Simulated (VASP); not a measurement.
Band structure of Se (space group R-3). Method: PBEsol GGA, VASP's PBE PAW potentials (set 64) (plane waves; VASP 6.6.1).

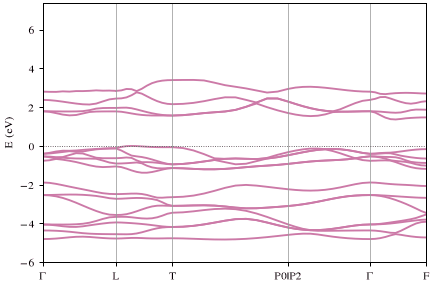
*Bands along high-symmetry lines, zero at the valence-band maximum or, without a gap, the Fermi level*

**Question.** Read the plot: is there a gap, and where are the band edges?

**Answer.** The gap is indirect, 1.37 eV, from the valence maximum at L-T at 0.27 to the conduction minimum at Γ-F at 0.45.

The structure comes from a computed database's Se entry (R-3); how it stands against other phases isn't given here. The cell was not relaxed at this level. The k-mesh is coarse (spacing up to 0.47 per Å, 2π included), so the numbers may not be converged in it.
